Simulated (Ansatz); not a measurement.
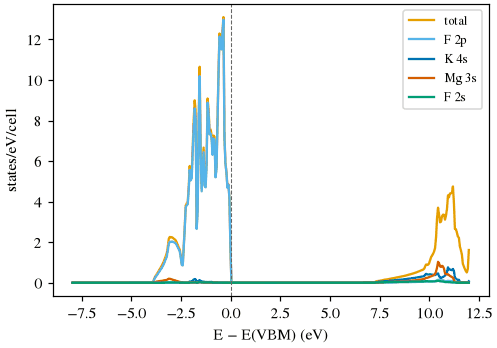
Figure. Total and projected density of states of KMgF3 (cubic perovskite, space group No. 221), plane-wave PAW PBEsol (Ansatz code)

### Question
Which orbitals carry the states next to the gap?

### Answer
Top 1 eV of the valence band: F 2p 99 %. Bottom 1 eV of the conduction band: K 4s 51 %, Mg 3s 21 %, F 2s 20 %. Projections are on Löwdin-orthogonalised atomic valence shells; empty p or d shells of many metals are not among them.

### Question
Where is the tallest occupied peak in this window, and what makes it?

### Answer
Near -0.4 eV, about 13 states/eV per cell; the largest projected share is F 2p.

Space group Pm-3m (cubic perovskite). Symmetry was held in the PBEsol relaxation; phonons on a q-mesh show no instability.

Potentials: the later of the program's two PAW sets.
